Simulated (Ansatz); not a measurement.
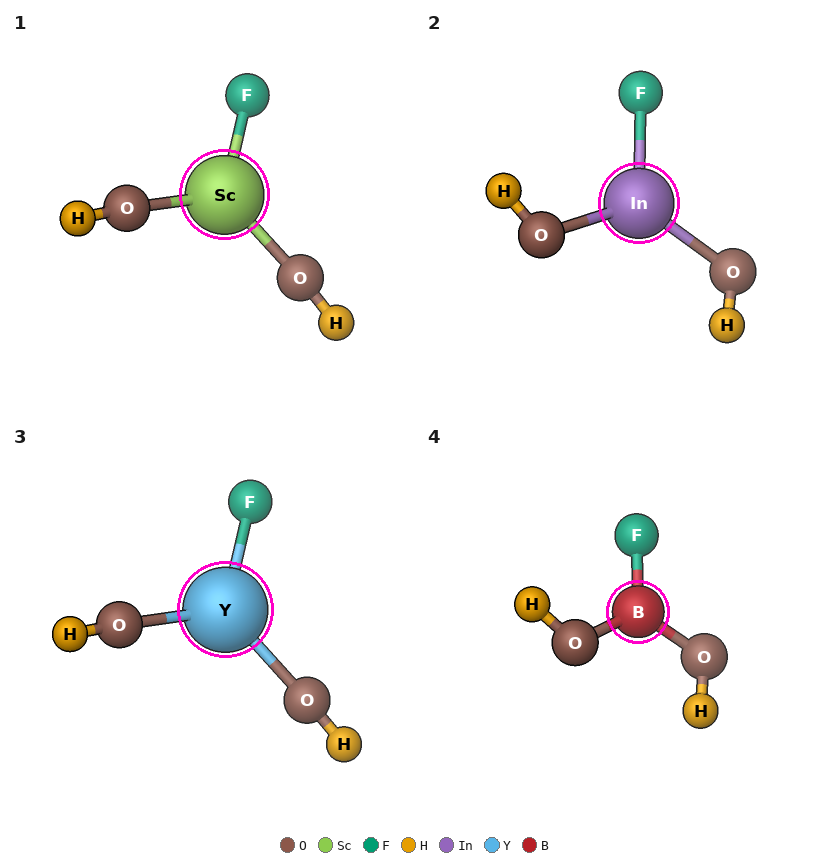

4 molecules with one skeleton, seen from the same side and at one scale; the atom that differs is circled. Each species is neutral and a spin singlet. Computed geometries: PBE0-D4/def2-TZVP optimisations, one conformation each. Properties computed with Ansatz 0.2.0. Elements past Kr carry core potentials.

One atom differs, called X below: Sc in panel 1, In in panel 2, Y in panel 3, B in panel 4. Their formulas are FH2O2Sc (`[OH][Sc]([OH])[F]`), FH2InO2 (`[OH][In]([OH])[F]`), FH2O2Y (`[OH][Y]([OH])[F]`), BFH2O2 (`OB(O)F`).

> Rank them by the dipole moment, lowest first (PBE-D4/def2-TZVPP).

4 (B), 2 (In), 3 (Y), 1 (Sc).

> Rank them by the HOMO–LUMO gap, lowest first (PBE0-D4/def2-SVP).

3 (Y), 2 (In), 1 (Sc), 4 (B).

Give the values. With PBE0-D4/def2-TZVP: length of X–F (Å), mean length of X–O (Å), angle O–X–O (°). With PBE0-D4/def2-SVP: HOMO energy (Kohn–Sham orbital) (eV), HOMO–LUMO gap (eV). With PBE-D4/def2-TZVPP: dipole moment (D).

| quantity | 1 (Sc) | 2 (In) | 3 (Y) | 4 (B) |
| --- | --- | --- | --- | --- |
| length of X–F (Å) | 1.856 | 1.940 | 2.015 | 1.333 |
| mean length of X–O (Å) | 1.861 | 1.962 | 2.020 | 1.356 |
| angle O–X–O (°) | 122.4 | 126.7 | 121.8 | 121.6 |
| HOMO energy (Kohn–Sham orbital) (eV) | −8.28 | −8.75 | −8.16 | −9.43 |
| HOMO–LUMO gap (eV) | 6.87 | 6.65 | 6.60 | 10.83 |
| dipole moment (D) | 2.49 | 2.05 | 2.37 | 1.83 |
